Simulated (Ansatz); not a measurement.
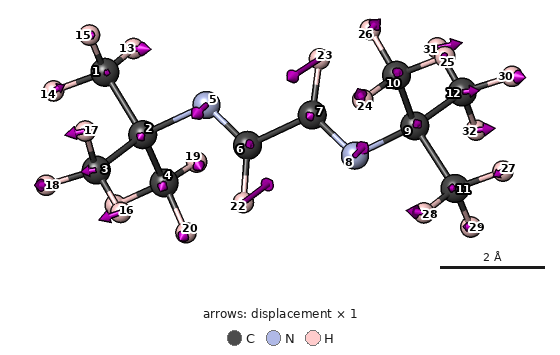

A relaxation of C$_{10}$H$_{20}$N$_{2}$ (coarse preliminary run). The starting structure is drawn; purple arrows show the displacements, at their true length. The two geometries are superimposed by the best rigid fit.

The picture is a ball-and-stick view, seen from a free direction.

The start comes from a force field.

Theory: RKS PBE-D4/def2-SVP in Ansatz. Settings: force threshold 0.03 eV/Å; at most 200 steps.

### Which element moves most?

Hydrogen: up to 1.30 Å, against 0.62 Å for nitrogen.

### Describe the change and its energy.

An H atom moves most after the best rigid fit: 1.30 Å. By element the largest moves are H 1.30 Å, N 0.62 Å, C 0.36 Å. Near-neighbour distances that change, for instance: C–H 1.186 → 1.109 Å, C–H 1.041 → 1.109 Å, C–C 1.522 → 1.472 Å, C–C 1.500 → 1.538 Å. Among the angles between lasting bonds that change: H–C–H 98.4° → 107.5°, C–C–N 108.1° → 115.9°, H–C–H 100.8° → 108.3°. Groups turn about C–N by about 60°, C–N by about 60°. The energy falls by 0.920 eV in 17 accepted moves (21 points after the start). Largest force component: 4.3 eV/Å at the start, 0.0094 eV/Å at the end. The line search rejected the trial steps at points 6, 10, 14, 17 of the run.
